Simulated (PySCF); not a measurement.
**NOF (nitrosyl fluoride): MP2/STO-3G**

What is the vertical ionisation energy of NOF (nitrosyl fluoride) at MP2/STO-3G? Input form: a Python script.

The results are computed with PySCF 2.14.0.

23 further runs of the same task are left out: 8 that didn't finish, 15 set aside as unsound or not needed.

**1. Starting point**

The species is NOF (3 atoms), meant as a singlet with charge 0. SMILES: `O=NF`. The coordinates come from a GFN2-xTB relaxation.

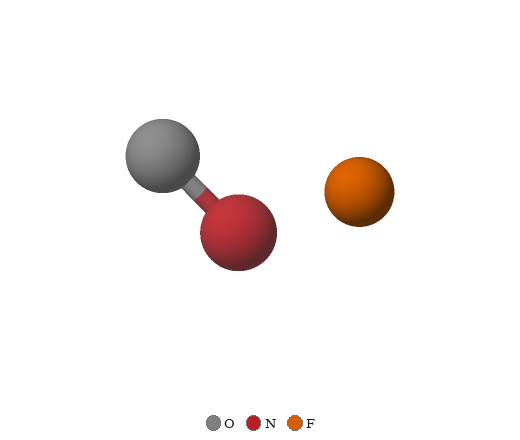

Viewed from a chosen angle; oxygen grey, nitrogen red, fluorine orange.

**2. The energy at MP2/STO-3G**

The input, run.py:

```python
from pyscf import gto, scf, mp

mol = gto.M(
    atom='''
O      0.881240     0.243070     0.511850
N      0.147270    -0.481640     0.029090
F     -1.028520     0.238580    -0.540950
''',
    charge=0,
    max_memory=1860,
    basis='sto-3g',
    verbose=4,
)

myscf = scf.RHF(mol)
myscf.conv_tol = 1e-10
myscf.kernel()
if not myscf.converged:
    myscf = myscf.newton().run(myscf.mo_coeff, myscf.mo_occ)

pt = mp.MP2(myscf, frozen=3).run()
energy = pt.e_tot
print('E = %.10f Eh' % energy)
```

The run is started by

```bash
OMP_NUM_THREADS=1 python run.py
```

Log:

```text
PySCF version 2.14.0

[INPUT] num. atoms = 3
[INPUT] num. electrons = 24
[INPUT] charge = 0
[INPUT] spin (= nelec alpha-beta = 2S) = 0
[INPUT] symmetry False subgroup None
[INPUT] Mole.unit = angstrom
[INPUT] Symbol           X                Y                Z      unit          X                Y                Z       unit  Magmom
[INPUT]  1 O      0.881240000000   0.243070000000   0.511850000000 AA    1.665302250012   0.459335729098   0.967256316859 Bohr   0.0
[INPUT]  2 N      0.147270000000  -0.481640000000   0.029090000000 AA    0.278299966365  -0.910167690636   0.054972132964 Bohr   0.0
[INPUT]  3 F     -1.028520000000   0.238580000000  -0.540950000000 AA   -1.943621113638   0.450850858799  -1.022247347083 Bohr   0.0

nuclear repulsion = 65.8367320556134
number of shells = 9
number of NR pGTOs = 45
number of NR cGTOs = 15
basis = sto-3g
ecp = {}

******** <class 'pyscf.scf.hf.RHF'> ********
method = RHF
initial guess = minao
damping factor = 0
level_shift factor = 0
DIIS = <class 'pyscf.scf.diis.CDIIS'>
diis_start_cycle = 1
diis_space = 8
diis_damp = 0
SCF conv_tol = 1e-10
SCF conv_tol_grad = None
SCF max_cycles = 50
direct_scf = True
direct_scf_tol = 1e-13
Set gradient conv threshold to 1e-05
Initial guess from minao.
init E= -225.733144481882
  HOMO = -0.291153931218208  LUMO = 0.0219919716420055  gap/eV = 8.52113
cycle= 1 E= -225.336532824952  delta_E= 0.397  |g|= 0.591  |ddm|= 2.63
  HOMO = -0.266510212105975  LUMO = 0.0976313900982058  gap/eV = 9.90880
cycle= 2 E= -225.461498249404  delta_E= -0.125  |g|= 0.328  |ddm|= 1.24
  HOMO = -0.343730409879904  LUMO = 0.179069020560352  gap/eV = 14.22610
cycle= 3 E= -225.496662963798  delta_E= -0.0352  |g|= 0.0578  |ddm|= 0.365
  HOMO = -0.357071314738805  LUMO = 0.20776500032775  gap/eV = 15.36998
cycle= 4 E= -225.501327627438  delta_E= -0.00466  |g|= 0.0281  |ddm|= 0.22
  HOMO = -0.358251767567849  LUMO = 0.206157838799748  gap/eV = 15.35837
cycle= 5 E= -225.50197284397  delta_E= -0.000645  |g|= 0.00694  |ddm|= 0.0885
  HOMO = -0.355907660882968  LUMO = 0.205667503677671  gap/eV = 15.28124
cycle= 6 E= -225.502017451115  delta_E= -4.46e-05  |g|= 0.00259  |ddm|= 0.0213
  HOMO = -0.356338478264084  LUMO = 0.206089032725014  gap/eV = 15.30443
cycle= 7 E= -225.502021712516  delta_E= -4.26e-06  |g|= 0.00066  |ddm|= 0.00722
  HOMO = -0.356269331743676  LUMO = 0.206040445913078  gap/eV = 15.30123
cycle= 8 E= -225.502021983314  delta_E= -2.71e-07  |g|= 0.000103  |ddm|= 0.00188
  HOMO = -0.356297643871479  LUMO = 0.206026403801221  gap/eV = 15.30162
cycle= 9 E= -225.502021991617  delta_E= -8.3e-09  |g|= 2.34e-05  |ddm|= 0.000305
  HOMO = -0.356301712179697  LUMO = 0.20602774359744  gap/eV = 15.30176
cycle= 10 E= -225.502021992083  delta_E= -4.66e-10  |g|= 2.76e-06  |ddm|= 8.54e-05
  HOMO = -0.356301385712201  LUMO = 0.206027132841811  gap/eV = 15.30174
cycle= 11 E= -225.502021992091  delta_E= -8.01e-12  |g|= 9.13e-07  |ddm|= 1.09e-05
  HOMO = -0.35630147351355  LUMO = 0.206027106337404  gap/eV = 15.30174
Extra cycle  E= -225.502021992092  delta_E= -4.55e-13  |g|= 4.8e-07  |ddm|= 1.81e-06
converged SCF energy = -225.502021992092

******** <class 'pyscf.mp.mp2.RMP2'> ********
nocc = 9, nmo = 12
frozen orbitals 3
E(RMP2) = -225.651147508805  E_corr = -0.149125516713083
E(SCS-RMP2) = -225.655488917833  E_corr = -0.153466925741018
E_corr(same-spin) = -0.0294042626707866
E_corr(oppo-spin) = -0.119721254042297
E = -225.6511475088 Eh
```

Run time: 0.4 s. Hardware: 1 thread of AMD EPYC 9R45 (Zen 5), shared host; peak memory 0.11 GiB.

**3. The doublet cation at the same level**

The input, job.py:

```python
from pyscf import gto, scf, mp

mol = gto.M(
    atom='''
O    0.881240   0.243070   0.511850
N    0.147270  -0.481640   0.029090
F   -1.028520   0.238580  -0.540950
''',
    max_memory=1860,
    charge=1,
    spin=1,
    verbose=4,
    basis='sto-3g',
)

myscf = scf.UHF(mol)
myscf.conv_tol = 1e-10
myscf.kernel()
if not myscf.converged:
    myscf = myscf.newton().run(myscf.mo_coeff, myscf.mo_occ)

pt = mp.MP2(myscf, frozen=3).run()
e_final = pt.e_tot
print('Final energy', e_final)
```

The run is started by

```bash
OMP_NUM_THREADS=1 python job.py
```

Log:

```text
PySCF version 2.14.0

[INPUT] num. atoms = 3
[INPUT] num. electrons = 23
[INPUT] charge = 1
[INPUT] spin (= nelec alpha-beta = 2S) = 1
[INPUT] symmetry False subgroup None
[INPUT] Mole.unit = angstrom
[INPUT] Symbol           X                Y                Z      unit          X                Y                Z       unit  Magmom
[INPUT]  1 O      0.881240000000   0.243070000000   0.511850000000 AA    1.665302250012   0.459335729098   0.967256316859 Bohr   0.0
[INPUT]  2 N      0.147270000000  -0.481640000000   0.029090000000 AA    0.278299966365  -0.910167690636   0.054972132964 Bohr   0.0
[INPUT]  3 F     -1.028520000000   0.238580000000  -0.540950000000 AA   -1.943621113638   0.450850858799  -1.022247347083 Bohr   0.0

nuclear repulsion = 65.8367320556134
number of shells = 9
number of NR pGTOs = 45
number of NR cGTOs = 15
basis = sto-3g
ecp = {}

[... 113 lines left out ...]
converged SCF energy = -225.183522228961  <S^2> = 1.0782813  2S+1 = 2.3050217
[... 1 line left out ...]
******** <class 'pyscf.mp.ump2.UMP2'> ********
nocc = (np.int64(9), np.int64(8)), nmo = (12, 12)
frozen orbitals 3
E(UMP2) = -225.316839092404  E_corr = -0.133316863442502
E(SCS-UMP2) = -225.310118248929  E_corr = -0.126596019967562
E_corr(same-spin) = -0.0385202494193541
E_corr(oppo-spin) = -0.0947966140231481
Final energy -225.31683909240354
```

Wall time 0.42 s (1 thread of AMD EPYC 9R45 (Zen 5), shared host); peak memory 0.12 GiB.

**4. Summary of results**

Level: MP2/STO-3G, 3 core orbitals frozen.

| quantity | value |
| --- | --- |
| singlet NOF: total energy | -225.65115 Eh |
| singlet NOF: dipole moment (Hartree–Fock density) | 0.36 D |
| singlet NOF: HOMO energy (Hartree–Fock orbitals) | -9.70 eV |
| singlet NOF: LUMO energy (Hartree–Fock orbitals) | 5.61 eV |
| singlet NOF: HOMO–LUMO gap (Hartree–Fock orbitals) | 15.30 eV |
| singlet NOF: correlation energy (3 core orbitals frozen) | -149.1 mEh |
| doublet cation: total energy | -225.31684 Eh |
| doublet cation: HOMO energy (Hartree–Fock orbitals) (highest over α and β) | -24.25 eV |
| doublet cation: LUMO energy (Hartree–Fock orbitals) (lowest over α and β) | -7.85 eV |
| doublet cation: correlation energy (3 core orbitals frozen) | -133.3 mEh |
| doublet cation: ⟨S²⟩ of the reference determinant | 1.078 |
| vertical ionisation energy (to the doublet cation) | 9.097 eV |

**Reading.** Removing an electron at fixed nuclei costs 9.10 eV (210 kcal/mol). In a minimal basis such a difference can be off by several eV, whatever the method. ⟨S²⟩ (doublet cation) is 1.08 where a pure doublet has 0.75: the reference is spin-contaminated.
